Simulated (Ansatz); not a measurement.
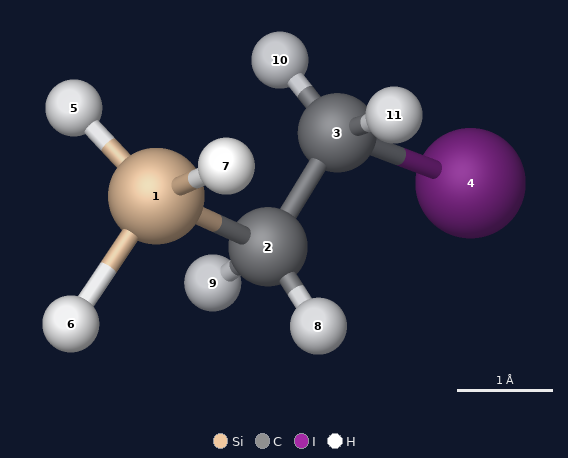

Fig. 1: The structure as given in the input (ball-and-stick view, seen at a tilt; atoms are numbered from 1 in the order of the input). Bond lengths as drawn: C–C 1.49 Å, C–H 1.02 to 1.16 Å, C–I 2.14 Å, C–Si 1.85 Å and H–Si 1.32 to 1.66 Å.

# Single-point calculation, with input and output: C2H7ISi

- system: C2H7ISi
- method: RKS B97M-V/STO-3G (Ansatz 0.2.0)

The geometry comes from this level: PBE0-D4/def2-TZVP. Figures and captions count atoms from 1; the log counts them from 0 in places.

### Input
```yaml
crystal:
  periodic: [false, false, false]
  atoms:
    - {symbol: Si, position_ang: [0.133560, 1.446870, 0.025606]}
    - {symbol: C, position_ang: [-0.505289, -0.277042, 0.210475]}
    - {symbol: C, position_ang: [0.481121, -1.223140, -0.390683]}
    - {symbol: I, position_ang: [-0.170345, -3.248301, -0.200121]}
    - {symbol: H, position_ang: [0.397986, 1.808281, -1.220605]}
    - {symbol: H, position_ang: [-1.087960, 2.449106, 0.547722]}
    - {symbol: H, position_ang: [1.246284, 1.699797, 0.990886]}
    - {symbol: H, position_ang: [-0.829369, -0.409671, 1.198478]}
    - {symbol: H, position_ang: [-1.372363, -0.308341, -0.327820]}
    - {symbol: H, position_ang: [0.689743, -1.075930, -1.417598]}
    - {symbol: H, position_ang: [1.304960, -1.044308, 0.404061]}
basis:
  gaussian: {orbitals: STO-3G}
hamiltonian: {xc: {name: B97M-V}}
output: {forces: true}
```

Run on 4 threads of Arm Neoverse V1, 23 GiB of memory available, shared host.

Run as:
```bash
ansatz run in.yaml --threads 4 --pin off --events-out ev --progress --plain --max-ram 10444MiB
```

### Output
```
Functional definition: B97M-V
  name "B97M-V"
  cite "Mardirossian & Head-Gordon, J. Chem. Phys. 142, 074111 (2015) doi:10.1063/1.4907719"
  cite "Becke, J. Chem. Phys. 107, 8554 (1997) doi:10.1063/1.475007"
  cite "Vydrov & Van Voorhis, J. Chem. Phys. 133, 244103 (2010) doi:10.1063/1.3521275"
  # Of w^i u^j: cxij and so on, Table III.
  parameter cx00 = 1.000
  parameter cx01 = 1.308
  parameter cx02 = 1.901
  parameter cx10 = 0.416
  parameter cx11 = 3.070
  parameter css00 = 1.000
  parameter css02 = -1.855
  parameter css10 = -5.668
  parameter css32 = -20.497
  parameter css42 = -20.364
  parameter cos00 = 1.000
  parameter cos01 = 1.573
  parameter cos03 = -6.298
  parameter cos10 = 2.535
  parameter cos32 = -6.427
  parameter b = 6.0
  parameter c = 0.01
  gx(w, u) = cx00 + cx01*u + cx02*u^2 + (cx10 + cx11*u)*w
  gss(w, u) = css00 + css02*u^2 + css10*w + (css32*w^3 + css42*w^4)*u^2
  gos(w, u) = cos00 + cos01*u + cos03*u^3 + cos10*w + cos32*w^3*u^2
  exchange = spin_sum(e_x_unif_s*gx(b97_w, b97_u_x))
  correlation = spin_sum(e_c_pw_mod_same_spin*gss(b97_w, b97_u_same))
      + integral(e_c_pw_mod_opposite_spin*gos(b97_w_opposite, b97_u_opposite)) + vv10(b, c)
626 factors; integrals over basis functions are off by at most 3.9e-5 eV
mean field evaluation 1: about -196411.5084 eV, gradient 1.7e1 eV
mean field evaluation 2: about -196411.3086 eV, gradient 1.8e1 eV
mean field evaluation 4: about -196412.5510 eV, gradient 3.9e-1 eV
mean field evaluation 8: about -196412.4753 eV, gradient 1.7e-2 eV
mean field -196412.47526645 eV, -7218.0253328846 hartree, gradient 5.4e-5 eV, S^2 0.000000; 0 other end points of the search recorded, 0 dependent functions left out
the calculation of the forces begins
reference -196412.47530398 eV, -7218.0253342638 hartree; 43, 43 occupied and 10, 10 virtual orbitals, 626 factors
Total energy: -196412.47530398 eV, -7218.0253342638 hartree
Atom 0 at     0.133560     1.446870     0.025606 Å, force    -3.032921     2.850467     6.206357 eV/Å
Atom 1 at    -0.505289    -0.277042     0.210475 Å, force     0.689461     1.974906    -1.479208 eV/Å
Atom 2 at     0.481121    -1.223140    -0.390683 Å, force     1.405079    -0.967400     5.197536 eV/Å
Atom 3 at    -0.170345    -3.248301    -0.200121 Å, force    -0.049777    -0.748641    -0.048498 eV/Å
Atom 4 at     0.397986     1.808281    -1.220605 Å, force     1.063268     0.777759    -3.622802 eV/Å
Atom 5 at    -1.087960     2.449106     0.547722 Å, force     2.683533    -2.183985    -1.212310 eV/Å
Atom 6 at     1.246284     1.699797     0.990886 Å, force    -0.615863    -0.297093    -1.061743 eV/Å
Atom 7 at    -0.829369    -0.409671     1.198478 Å, force     0.288655    -0.969632     2.066733 eV/Å
Atom 8 at    -1.372363    -0.308341    -0.327820 Å, force    -3.259164    -0.069503    -2.023384 eV/Å
Atom 9 at     0.689743    -1.075930    -1.417598 Å, force     0.854268     0.770276    -1.349810 eV/Å
Atom 10 at     1.304960    -1.044308     0.404061 Å, force    -0.026539    -1.137154    -2.672872 eV/Å
Dipole moment:     0.136458     0.349275    -0.076296 e Å
```

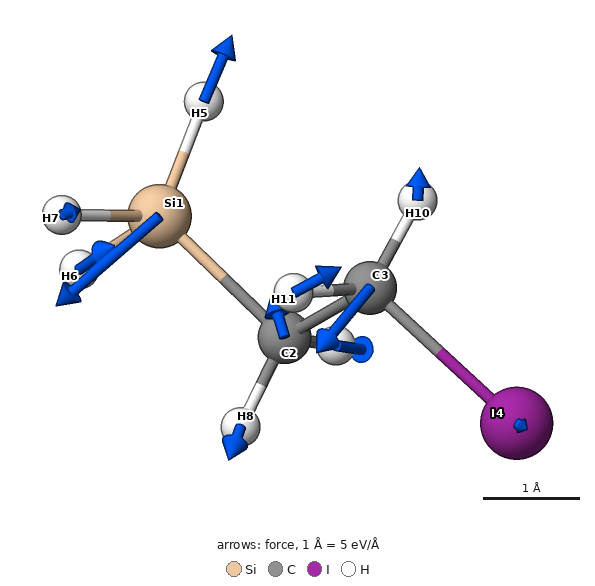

Fig. 2: Forces on the atoms as blue arrows (ball-and-stick view, seen at a tilt; atoms are numbered from 1 in the order of the input). The largest act on Si1 (7.47 eV/Å); C3 (5.47 eV/Å); H5 (3.85 eV/Å); H9 (3.84 eV/Å), among others. The geometry is not a stationary point of this energy.

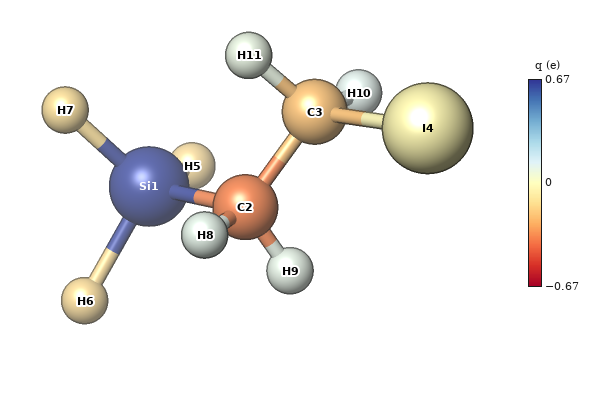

Fig. 3: Mulliken charges, as the colour of each atom (ball-and-stick view, seen at a tilt; atoms are numbered from 1 in the order of the input; Mulliken charges depend strongly on the basis). By element: Si +0.63, C −0.35 to −0.21, I −0.03 and H −0.15 to +0.11 e.

### Summary

```csv
quantity,value
outcome,converged
total energy,−196412.4753 eV
SCF solution under orbital rotations,stable
largest force (length of the vector),7.473 eV/Å
dipole moment,1.84 D
wall time,3.5 s (CPU time 13 s)
peak memory,0.19 GiB
```
